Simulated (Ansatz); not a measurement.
```xyz
6

N    -0.8839   -0.9614   -0.9351
C    -0.1864    0.0793   -0.6889
Zn    0.7078    0.6329    0.9876
H    -0.9593   -1.5644   -0.1066
H    -0.0816    0.7582   -1.5633
H     1.4034    1.0554    2.3064
```

Method: RKS PBE0-D4/def2-SVP (Ansatz).

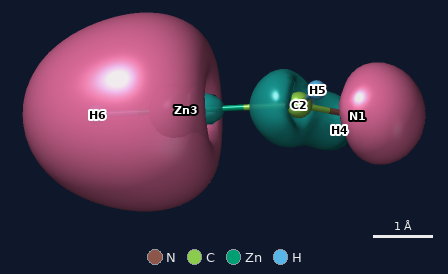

CH₃NZn (SMILES N=[CH][ZnH]). The HOMO−1 at ±0.08 Å⁻³ᐟ² (teal and pink are the two phases), seen from one side.

Q: Where does this orbital lie, and at what energy?

A: Its weight (Hirshfeld) is mainly on Zn3 (about 45 %), H6 (about 45 %) and N1 (about 10 %). Its energy is −8.98 eV.
